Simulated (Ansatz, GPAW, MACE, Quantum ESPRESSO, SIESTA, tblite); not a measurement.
## Codes compared on Nb(100)/C(110) interface (68 atoms)

Wanted: errors and costs of other methods on Nb(100)/C(110) interface (68 atoms). A plane-wave run serves as the reference.

Calculated with Quantum ESPRESSO 7.5; Kohn-Sham DFT, PBE, SSSP efficiency 1.3.0 pseudopotentials, plane waves.

### 1. Starting point

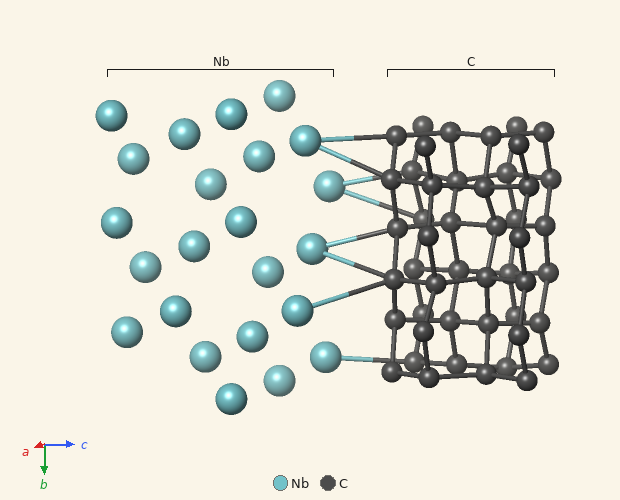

Start, viewed from the side, with the c axis across the page; niobium teal, carbon dark grey. Some periodic images of atoms are drawn too.

The cell holds 68 atoms: 20 Nb and 48 C. Its edges and angles: a = 7.134 Å, b = 7.567 Å, c = 22.999 Å, α = 90.0°, β = 90.0°, γ = 90.0°. Bcc Nb(100), 4 repeat layers, 5 surface cells, strained -3.32 and +2.54 %; diamond-structure C(110), 4 layers, 6 cells, -0.00 and -0.00 %; outer planes 2.25 Å apart, 12 Å of vacuum above; not relaxed, displaced by a Gaussian of 0.02 Å. Then every atom was moved at random, 0.05 Å r.m.s. a Cartesian component. Regions: Nb, 20 atoms (20 Nb); C, 48 atoms (48 C). Vacuum lies along c.

### 2. The reference run

pw.in reads:

```
&control
  calculation = 'scf'
  pseudo_dir = './pseudo'
  outdir = './tmp'
  disk_io = 'none'
  tprnfor = .true.
/
&system
  ibrav = 0
  nat = 68
  ntyp = 2
  ecutwfc = 45
  ecutrho = 360
  nosym = .true.
  occupations = 'smearing'
  smearing = 'fd'
  degauss = 0.003675
/
&electrons
  conv_thr = 3.4e-07
  electron_maxstep = 100
  mixing_beta = 0.2
  mixing_mode = 'local-TF'
  diagonalization = 'david'
/
ATOMIC_SPECIES
Nb 92.906 Nb.upf
C 12.011 C.upf
CELL_PARAMETERS angstrom
7.13400 0.00000 0.00000
0.00000 7.56670 0.00000
0.00000 0.00000 22.99872
ATOMIC_POSITIONS crystal
Nb 0.79977 0.40014 0.26019
Nb 0.69995 0.09245 0.33394
Nb 0.80247 0.39155 0.40588
Nb 0.50600 0.50286 0.47275
Nb 0.59368 0.79767 0.26066
Nb 0.50806 0.49874 0.33454
Nb 0.60895 0.80650 0.40837
Nb 0.29258 0.89644 0.47646
Nb 0.40942 0.20080 0.25782
Nb 0.29836 0.89999 0.33590
Nb 0.39563 0.18759 0.40422
Nb 0.10828 0.30869 0.47044
[... 52 atom lines left out ...]
C 0.05025 0.42038 0.68587
C 0.67016 0.26803 0.68344
C 0.79912 0.25378 0.74299
C 0.91764 0.42671 0.73877
K_POINTS gamma
```

Command:

```console
OMP_NUM_THREADS=1 mpirun -np 4 pw.x -in pw.in > output.txt
```

What it wrote:

```text
Program PWSCF
     gamma-point specific algorithms are used
     one sub-group per band group will be used
     scalapack distributed-memory algorithm (size of sub-group:  2*  2 procs)
     Parallelization info
     sticks:   dense  smooth     PW     G-vecs:    dense   smooth      PW
     Min        1381     689    171               241591    85421   10675
     Max        1384     692    172               241596    85430   10676
     Sum        5531    2761    687               966377   341697   42703
     bravais-lattice index     =            0
     lattice parameter (alat)  =      13.4813  a.u.
     unit-cell volume          =    8377.9910 (a.u.)^3
     number of atoms/cell      =           68
     number of atomic types    =            2
     number of electrons       =       452.00
[... lines left out ...]
     scf convergence threshold =      3.4E-07
[... lines left out ...]
     number of k points=     1  Fermi-Dirac smearing, width (Ry)=  0.0037
[... lines left out ...]
     total energy              =   -7567.97735303 Ry
[... lines left out ...]
     total energy              =   -7564.01437121 Ry
[... lines left out ...]
     total energy              =   -7565.90262086 Ry
[... lines left out ...]
     total energy              =   -7565.78663533 Ry
[... lines left out ...]
     total energy              =   -7565.78663583 Ry
[... lines left out ...]
     iteration # 28     ecut=    45.00 Ry     beta= 0.20
     negative rho (up, down):  2.737E-03 0.000E+00
     End of self-consistent calculation
          k = 0.0000 0.0000 0.0000 ( 21352 PWs)   bands (ev):
   -49.2031 -49.0759 -49.0419 -49.0278 -48.9601 -48.9500 -48.9289 -48.8240
   -48.7941 -48.7567 -48.5134 -48.4904 -48.4388 -48.4270 -48.3439 -48.2799
   -48.2559 -48.2253 -48.1789 -48.1572 -25.4633 -25.4050 -25.3723 -25.3649
[...]
7.1163   7.2179   7.5329   7.5690   7.6180   7.6918   7.7533   7.8028
     7.8206   7.9342   7.9559   8.0375   8.1215   8.1426   8.2207   8.4194
     8.5742   8.6233   8.7251   8.7823   8.8049   8.8939   8.9822
     the Fermi energy is     6.0109 ev
!    total energy              =   -7565.78663598 Ry
     total all-electron energy =   -156452.602856 Ry
     estimated scf accuracy    <       0.00000022 Ry
     smearing contrib. (-TS)   =      -0.03251523 Ry
     internal energy E=F+TS    =   -7565.75412075 Ry
     The total energy is F=E-TS. E is the sum of the following terms:
     one-electron contribution =  -19280.70730948 Ry
     hartree contribution      =    9786.32891532 Ry
     xc contribution           =    -797.93884612 Ry
     ewald contribution        =    7192.26857304 Ry
     one-center paw contrib.   =   -4465.70545351 Ry
     convergence has been achieved in  28 iterations
     negative rho (up, down):  2.737E-03 0.000E+00
     Forces acting on atoms (cartesian axes, Ry/au):
     atom    1 type  1   force =    -0.01076478   -0.00807740   -0.02215092
     atom    2 type  1   force =     0.00186165    0.01582945   -0.01570482
     atom    3 type  1   force =    -0.01154186    0.01007169   -0.02835330
[...]
atom   67 type  2   force =     0.16258294    0.06421645   -0.08073251
     atom   68 type  2   force =    -0.15622517   -0.00940967   -0.02566483
     Total force =     1.302514     Total SCF correction =     0.001278
     Message from routine punch:
     Nothing written, as per user request (disk_io='none')
```

Run time: 4.1 min. Hardware: 4 MPI ranks of Arm Neoverse V1, shared host; peak memory 2.6 GiB.

Banners, paths, timers and routine set-up lines are dropped from the logs unmarked, and long logs keep their key lines alone; longer cuts are marked.

Numbers from this run:

```
r.m.s. force component : 2.345 eV/Å
longest force          : 9.342 eV/Å
```

### 3. Local order

Normalised to the volume that the atoms fill. Pair distribution functions g(r), in bins of 0.2 Å:

| r (Å) | total | C-C | C-Nb | Nb-Nb |
| --- | --- | --- | --- | --- |
| 1.30 | 0.26 | 0.53 | 0.00 | 0.00 |
| 1.50 | 3.03 | 6.09 | 0.00 | 0.00 |
| 1.70 | 1.03 | 2.07 | 0.00 | 0.00 |
| 1.90 | 0.00 | 0.00 | 0.00 | 0.00 |
| 2.10 | 0.00 | 0.00 | 0.00 | 0.00 |
| 2.30 | 0.37 | 0.66 | 0.10 | 0.00 |
| 2.50 | 3.27 | 6.43 | 0.14 | 0.00 |
| 2.70 | 1.04 | 1.45 | 0.16 | 2.83 |
| 2.90 | 2.58 | 3.79 | 0.10 | 7.51 |
| 3.10 | 1.02 | 1.73 | 0.09 | 1.28 |
| 3.30 | 0.53 | 0.02 | 0.22 | 4.95 |
| 3.50 | 0.73 | 1.22 | 0.19 | 0.47 |
| 3.70 | 0.59 | 1.08 | 0.13 | 0.00 |
| 3.90 | 1.27 | 2.33 | 0.27 | 0.00 |
| 4.10 | 0.22 | 0.23 | 0.24 | 0.00 |
| 4.30 | 1.52 | 2.75 | 0.35 | 0.08 |
| 4.50 | 1.44 | 2.30 | 0.29 | 2.00 |
| 4.70 | 1.12 | 1.57 | 0.25 | 2.70 |
| 4.90 | 0.45 | 0.52 | 0.35 | 0.48 |
| 5.10 | 0.79 | 1.29 | 0.33 | 0.11 |
| 5.30 | 1.23 | 1.83 | 0.35 | 2.04 |
| 5.50 | 0.90 | 0.74 | 0.38 | 4.26 |
| 5.70 | 1.10 | 1.54 | 0.46 | 1.62 |
| 5.90 | 0.53 | 0.63 | 0.45 | 0.37 |
| 6.10 | 0.40 | 0.43 | 0.46 | 0.00 |
| 6.30 | 0.77 | 1.17 | 0.42 | 0.18 |
| 6.50 | 0.67 | 0.89 | 0.44 | 0.53 |
| 6.70 | 1.40 | 2.26 | 0.56 | 0.57 |

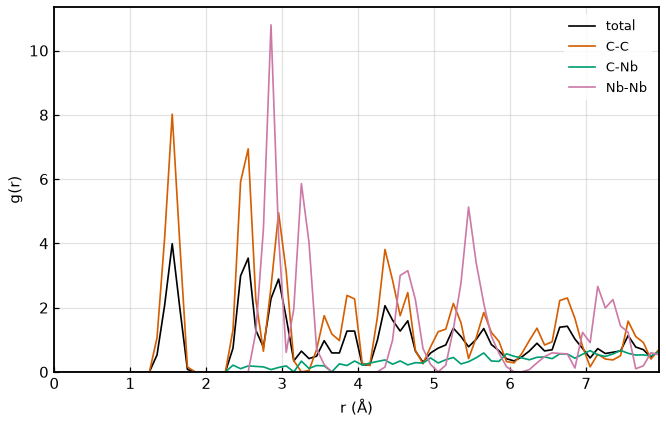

Pair distribution functions.

### 4. The other programs

The programs:
- GPAW 26.7.0: PAW with atomic orbitals (LCAO), plane waves or a real-space grid of spacing h.
- MACE: machine-learned potential, published weights.
- SIESTA 5.4.2: numerical atomic orbitals, whose automatically made sets are far from complete, with PseudoDojo norm-conserving potentials that we converted to its format (checked against plane waves on the same files for H, C, O, Si, Ge and Ca alone); labels give functional, basis size, energy shift and mesh cutoff.
- tblite 0.8.0: extended tight binding, driven from Python.

All use the same cell and atoms; the electronic-structure runs use the same k-mesh, and an electronic temperature of 580 K (0.05 eV) where levels are smeared.

Differences are against the plane-wave reference, forces as r.m.s. over components; share is that over the reference's r.m.s. force, slope the least-squares factor from reference forces to these. Total energies of different programs have different zeros and aren't compared.

| run | Δ force, r.m.s. (meV/Å) | share (%) | slope | cores | CPU time | memory (GiB) |
| --- | --- | --- | --- | --- | --- | --- |
| reference | - | - | - | 4 | 16 min | 2.6 |
| GPAW PBE, LCAO dzp, h 0.28 Å (coarse) | 267 | 11.4 | 1.024 | 1 | 6.5 min | 0.69 |
| GPAW PBE, grid h 0.24 Å (coarse) | 672 | 28.7 | 0.920 | 2 | 9.2 min | 1.4 |
| MACE MP-0b2 small potential | 472 | 20.1 | 0.916 | 1 | 7.2 s | 0.66 |
| MACE MP-0b3 medium potential | 580 | 24.7 | 0.845 | 1 | 8.3 s | 1.1 |
| MACE MPA-0 medium potential | 670 | 28.6 | 0.818 | 1 | 8.3 s | 1.1 |
| SIESTA PBE, DZ, shift 0.01 Ry, mesh 300 Ry (coarse) | 365 | 15.6 | 1.070 | 1 | 3.2 min | 0.7 |
| SIESTA PBE, DZP, shift 0.002 Ry, mesh 300 Ry | 264 | 11.3 | 1.033 | 2 | 21 min | 1.9 |
| SIESTA PBE, DZP, shift 0.01 Ry, mesh 100 Ry (coarse) | 233 | 9.94 | 1.034 | 1 | 2.5 min | 0.47 |
| SIESTA PBE, DZP, shift 0.01 Ry, mesh 300 Ry | 233 | 9.95 | 1.034 | 2 | 9.1 min | 1.3 |
| SIESTA PBE, SZ, shift 0.01 Ry, mesh 300 Ry (coarse) | 1065 | 45.4 | 1.141 | 1 | 2 min | 0.58 |
| tblite GFN1-xTB | 542 | 23.1 | 0.972 | 1 | 3.3 s | 0.11 |

Rows marked coarse were listed beforehand as settings not expected to be converged; some can still land near the reference.

Times of the machine-learned potentials are mostly Python's start and the loading of weights.

CPU time is summed over cores on a shared host, where runs went side by side, so it is rough. Symmetry, cutoffs, thresholds, outputs and thread counts weren't matched or tuned between programs; memory under MPI is the largest rank's times the ranks.

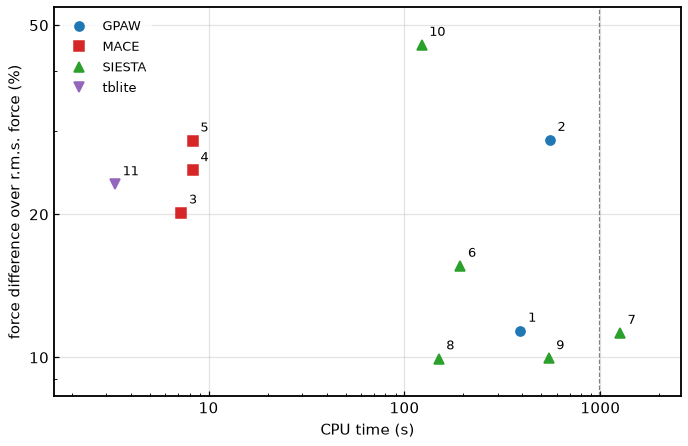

Force difference against CPU time; the dashed line marks the reference's time. Points: 1 GPAW PBE, LCAO dzp, h 0.28 Å; 2 GPAW PBE, grid h 0.24 Å; 3 MACE MP-0b2 small potential; 4 MACE MP-0b3 medium potential; 5 MACE MPA-0 medium potential; 6 SIESTA PBE, DZ, shift 0.01 Ry, mesh 300 Ry; 7 SIESTA PBE, DZP, shift 0.002 Ry, mesh 300 Ry; 8 SIESTA PBE, DZP, shift 0.01 Ry, mesh 100 Ry; 9 SIESTA PBE, DZP, shift 0.01 Ry, mesh 300 Ry; 10 SIESTA PBE, SZ, shift 0.01 Ry, mesh 300 Ry; 11 tblite GFN1-xTB.

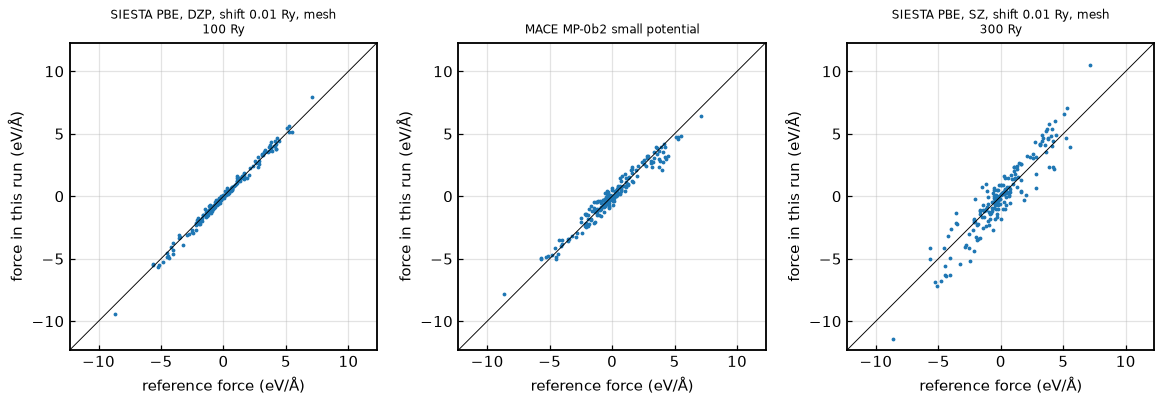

Force components against those of the reference; the line marks equality.

Runs without a result: GPAW PBE, LCAO dzp, h 0.2 Å (cut off at its time limit of 9.9 min); GPAW PBE, LCAO szp(dzp), h 0.2 Å (cut off at its time limit of 5.7 min); GPAW PBE, LCAO dzp, h 0.2 Å, other mixer settings (cut off at its time limit of 16 min).

Mean charges by element (e), by run and scheme:

| run | scheme | Nb | C |
| --- | --- | --- | --- |
| SIESTA PBE, DZP, shift 0.002 Ry, mesh 300 Ry | Hirshfeld | +0.04 | -0.02 |
| SIESTA PBE, DZP, shift 0.01 Ry, mesh 300 Ry | Hirshfeld | +0.04 | -0.01 |
| tblite GFN1-xTB | Mulliken | +0.03 | -0.01 |

Within one program, basis, potentials and functional, energies share a zero. Each run against its twin at the usual cutoff or grid and solver:

| run | twin | Δ energy (meV/atom) | Δ force, r.m.s. (meV/Å) | CPU time over the twin's |
| --- | --- | --- | --- | --- |
| SIESTA PBE, DZP, shift 0.01 Ry, mesh 100 Ry | DZP, shift 0.01 Ry, mesh 300 Ry | -1.11 | 3.36 | 0.28 (this twin ran on 2 cores) |

### 5. Summary of results

```
reference r.m.s. force component                       : 2.34 eV/Å
nearest in forces                                      : a tie at 9.9 % of 2 runs: SIESTA PBE, DZP, shift 0.01 Ry, mesh 100 Ry (coarse); SIESTA PBE, DZP, shift 0.01 Ry, mesh 300 Ry
farthest in forces                                     : SIESTA PBE, SZ, shift 0.01 Ry, mesh 300 Ry (coarse), 45 %
cheapest electronic-structure run beside the reference : tblite GFN1-xTB, 3.3 s of CPU time
```

In words: The PBE runs in local orbitals, coarse settings apart, differ by 9.9 % (SIESTA PBE, DZP, shift 0.01 Ry, mesh 300 Ry) to 11 % (SIESTA PBE, DZP, shift 0.002 Ry, mesh 300 Ry); basis, grid and potentials can all enter. Tight binding differs by 23 % (tblite GFN1-xTB); it is another model, with fitted parameters of its own, and the xTB methods hold dispersion. Machine-learned potentials differ by 20 % (MACE MP-0b2 small potential) to 29 % (MACE MPA-0 medium potential); they were trained on other programs' data. Among those trained on PBE data the slope goes as low as 0.82, which softening far from their training structures can give, though the reference's k-sampling is untested too. Runs with settings chosen to be coarse differ by 9.9 % (SIESTA PBE, DZP, shift 0.01 Ry, mesh 100 Ry) to 45 % (SIESTA PBE, SZ, shift 0.01 Ry, mesh 300 Ry), their programs' other errors included. Of the electronic-structure runs that take under half the reference's CPU time, SIESTA PBE, DZP, shift 0.01 Ry, mesh 100 Ry comes nearest, at 9.9 % in 2.5 min against 16 min. The mean charges agree among these rows within 0.01 e. In the reference: levels near the Fermi energy are neither full nor empty under the smearing, so no gap is quoted. Periodic xTB results under one method name differ between programs and library versions. Machine-learned potentials mimic data converged in k, so the reference's own k-point error enters their differences. The host structure and its lattice constant were typed by rule, without a check against the phase diagram. The electronic-structure runs sample only Γ, in a cell whose shortest periodic width is 7 Å, which is coarse for a cell with partly filled levels.

[Also dropped from logs without a mark: logging warnings of Python, and SIESTA's first energy breakdown and zero terms.]

[Logs are printed without paths, hosts, clocks, repeated set-up lines and the standing remarks that a program may print on its own settings, such as how far it seeks lower states.]

[Hosts, paths, dates, database ids (printed as entryN), source tags and the programs' standing remarks are cut or masked in the printed files.]
